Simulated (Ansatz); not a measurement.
BH2Cl3: several calculations on one system

**1. Relaxation**

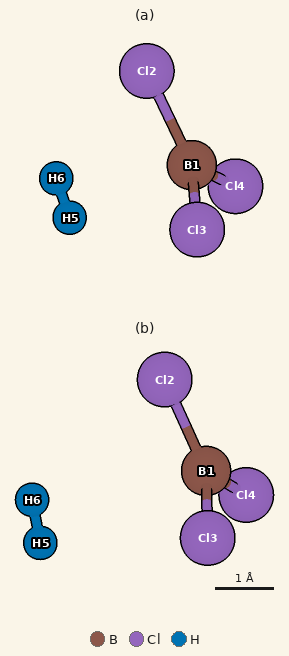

The structure of BH2Cl3 before (top) and after (bottom) a relaxation, at one scale.

Style: ball-and-stick. Shown at a tilt.

The run prepares an end point of a later path (reaction) calculation, from a guessed geometry.

Level of theory: Ansatz 0.2.0, RKS PBE-D4/def2-SVP.

The input:
```yaml
crystal:
  periodic: [false, false, false]
  atoms:
    - { symbol: B, position_ang: [-0.000884, 0.281328, 0.083919] }
    - { symbol: Cl, position_ang: [-0.006609, 0.625595, 1.873578] }
    - { symbol: Cl, position_ang: [1.521909, 0.214328, -0.773453] }
    - { symbol: Cl, position_ang: [-1.522898, 0.15144, -0.766078] }
    - { symbol: H, position_ang: [0.099307, -2.07158, 0.540138] }
    - { symbol: H, position_ang: [0.026975, -1.871711, 1.228197] }
basis:
  gaussian: { orbitals: def2-SVP }
hamiltonian:
  xc: pbe
  dispersion: d4
relax:
  f_tol: 0.03
  max_steps: 50
```

Run as
```bash
ansatz run input.yaml --threads 1 --pin off --max-ram 2048MiB --backend cpu --events-out ev --progress --plain --runs-dir out
```

Describe what moved and what it gained.

Answer. H5 moves most after the best rigid fit: 0.58 Å. Largest moves by element: H 0.58 Å, Cl 0.33 Å, B 0.29 Å. Some distances before and after: B1–Cl2 1.822 → 1.754 Å, H5–H6 0.720 → 0.768 Å. After 8 accepted moves (10 points after the start) the energy has fallen by 21.6 kJ/mol. The largest force component goes from 1.8 to 0.004 eV/Å. The line search rejected the trial steps at points 2, 7 of the run. The forces were under the threshold at step 6, but the run went on from there.

Limits of the set-up: the start holds two separate molecules, 2.4 Å apart at their closest, whose relative position is a soft coordinate.

**2. Relaxation**

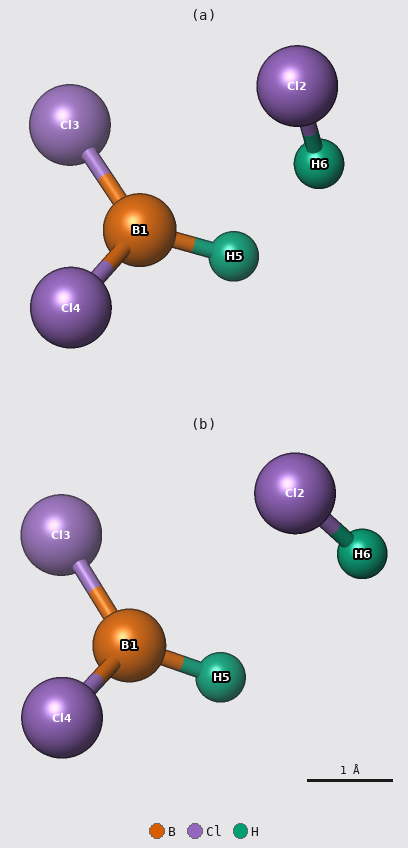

The structure of BH$_{2}$Cl$_{3}$ before (top) and after (bottom) a relaxation, at one scale.

The picture is a ball-and-stick view, seen from a free direction.

The run prepares an end point of a later path (reaction) calculation, from a guessed geometry.

Computed with Ansatz 0.2.0, RKS PBE-D4/def2-SVP. (no spin polarisation; force threshold 0.03 eV/Å; at most 50 steps)

> Describe what moved and what it gained.

The atom that moves furthest after the best rigid fit is H6 (0.60 Å). By element the largest moves are H 0.60 Å, B 0.16 Å, Cl 0.11 Å. Near-neighbour distances that change, for instance: Cl2–H6 1.338 → 1.298 Å, B1–H5 1.201 → 1.210 Å. Over 12 accepted moves (15 points after the start) the energy falls by 4.82 kJ/mol. Largest force component: 0.84 eV/Å at the start, 0.029 eV/Å at the end. The line search rejected the trial steps at points 8, 12, 14 of the run. The forces were under the threshold at step 13, but the run went on from there.

**3. Path**

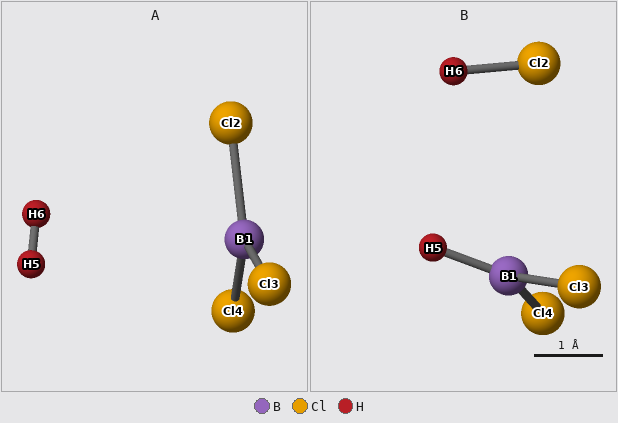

The two relaxed end points of a path for BH2Cl3, made up at the start of BCl3 and H2. A ball-and-stick model, seen at a tilt.

The calculation used RKS PBE-D4/def2-SVP in Ansatz.

Run with 5 movable images; climbing image; force threshold 0.05 eV/Å; iteration limit 60.

Start:
```xyz
6

B    -0.0107    0.5705    0.0529
Cl   -0.0174    0.9267    1.7703
Cl    1.5100    0.4245   -0.8051
Cl   -1.5248    0.3669   -0.8049
H     0.1064   -2.6396    0.6384
H     0.0543   -2.3196    1.3348
```

End:
```xyz
6

B     0.0215   -0.4256   -0.6273
Cl    0.0038   -0.0684    2.5824
Cl    1.5216    0.4177   -0.9443
Cl   -1.5189    0.3379   -0.9524
H     0.0509   -1.5800   -0.2671
H     0.0389   -1.3522    2.3949
```

**What barrier does the band find between them, and by what path?**

Forward barrier 29.8 kcal/mol, backward barrier 14.4 kcal/mol, with image 3 at the top; the reaction energy is +15.4 kcal/mol. Breaking: B1–Cl2 (1.75 → 2.13 at the top → 3.23 Å), H5–H6 (0.77 → 1.08 at the top → 2.67 Å). Forming: B1–H5 (3.27 → 1.31 at the top → 1.21 Å), Cl2–H6 (3.28 → 1.55 at the top → 1.30 Å). The band converged in 39 iterations. The largest component of the band force went from 3.7 to 0.032 eV/Å. The climbing image converged on the top of the path. Its vibrational analysis gives one imaginary mode (662i cm⁻¹), as a transition state must have.

Energies of the converged images:

```json
{"image": "0", "path (Å)": "0.00", "E (kcal/mol)": "0.0"}
{"image": "1", "path (Å)": "0.73", "E (kcal/mol)": "1.5"}
{"image": "2", "path (Å)": "1.45", "E (kcal/mol)": "12.1"}
{"image": "3", "path (Å)": "2.18", "E (kcal/mol)": "29.8"}
{"image": "4", "path (Å)": "2.77", "E (kcal/mol)": "19.4"}
{"image": "5", "path (Å)": "3.37", "E (kcal/mol)": "15.8"}
{"image": "6", "path (Å)": "3.96", "E (kcal/mol)": "15.4"}
```

The geometry at the top of the path:

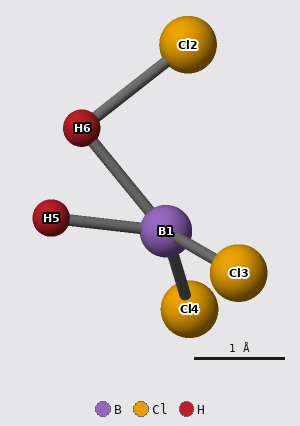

Limits of the set-up: the start holds two separate molecules, 3.2 Å apart at their closest, whose relative position is a soft coordinate.

The run took 6.1 min on 1 thread of Arm Neoverse V1 (shared host), peak memory 0.14 GiB.
